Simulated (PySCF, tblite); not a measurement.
**C₄H₁₂N₂Si₂: geometry, infrared bands and NMR shifts**

Aim: predict the infrared bands and NMR shifts of C₄H₁₂N₂Si₂ (`CN(C)[Si@@](C)([SiH3])C#N`).

Programs: tblite 0.8.0 and PySCF 2.14.0, with density-fitted response routines of our own. Each step states its level of theory. These are calculated values for one molecule in the gas phase, unless marked as measured. Atoms count from 0, in the outputs and in this text.

## 1. The molecule as given

20 atoms, charge 0, multiplicity 1; geometry from: force field or distance geometry start.

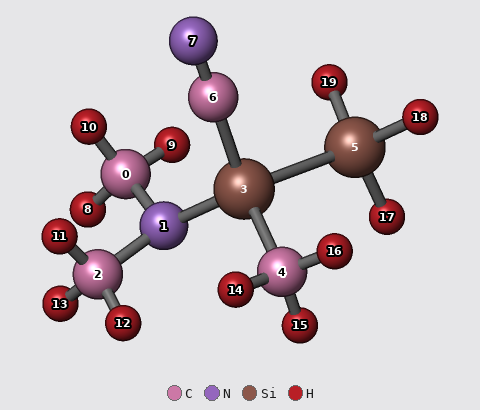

As it starts; carbon pink, nitrogen purple, silicon brown, hydrogen red, atoms numbered.

## 2. Optimising the geometry with GFN2-xTB

What the job is given:

```
{"job": {"kind": "relax", "xc": "GFN2-xTB", "basis": "xTB"}, "charge": 0, "multiplicity": 1}
C      1.276600     1.292300     1.196600
N      0.752200    -0.006500     0.731000
C      1.893200    -0.964100     0.756000
Si    -0.444300    -0.080100    -0.551100
C     -0.962800    -1.859500    -0.811300
Si    -2.398200     1.103400    -0.033700
C      0.200500     0.695300    -2.138400
N      0.611200     1.172300    -3.109400
H      1.808700     1.194900     2.150500
H      0.449300     2.002700     1.389300
H      1.944700     1.739600     0.460100
H      2.603300    -0.740900    -0.039200
H      1.533800    -1.991400     0.634100
H      2.413400    -0.941300     1.712400
H     -0.125000    -2.453400    -1.173400
H     -1.335400    -2.309300     0.118400
H     -1.755000    -1.921000    -1.565700
H     -3.033400     0.532300     1.188700
H     -3.366000     1.007100    -1.146800
H     -2.071900     2.538100     0.228900
```

Run with:

```sh
> OMP_NUM_THREADS=1 python probes_run.py task.json out
```

This one command runs all jobs of the session in turn.

**Question.** This job is followed by: GFN2-xTB harmonic vibrations, gas phase; GIAO PBE0/pcSseg-1 NMR shielding, non-relativistic, gas phase. Predict these results of the whole session: strongest single infrared mode (GFN2-xTB); zero-point energy (GFN2-xTB); ¹³C shifts against TMS (PBE0/pcSseg-1, means over atoms taken as alike); ¹H shifts against TMS (PBE0/pcSseg-1, means over atoms taken as alike); ¹⁵N shifts against NH3 (PBE0/pcSseg-1); ²⁹Si shifts against TMS (PBE0/pcSseg-1).

As calculated:

| quantity | value |
| --- | --- |
| strongest single infrared mode (GFN2-xTB) | 786 cm⁻¹, 635 km/mol |
| zero-point energy (GFN2-xTB) | 94.5 kcal/mol |
| ¹³C shifts against TMS (PBE0/pcSseg-1, means over atoms taken as alike) | 126.9, 41.5, 0.9 ppm |
| ¹H shifts against TMS (PBE0/pcSseg-1, means over atoms taken as alike) | 3.53, 2.62, 0.54 ppm |
| ¹⁵N shifts against NH3 (PBE0/pcSseg-1) | 356.4, 28.3 ppm |
| ²⁹Si shifts against TMS (PBE0/pcSseg-1) | -30.5, -115.7 ppm |

In words: The optimisation took 136 steps and gained 0.258 eV; among the close pairs (by a distance rule), N1–C2 changed most, from 1.490 to 1.444 Å. All 54 modes are real, so the xTB geometry is a minimum. The strongest single mode, at 786 cm⁻¹, is spread over several atoms, H19, H17, H18 among them. Unscaled tight-binding wavenumbers are off by several per cent, some by more. Its intensities can rank the bands wrongly. At PBE0/pcSseg-1: The largest span, 553 ppm, is at N7, where the paramagnetic term is -428 ppm.
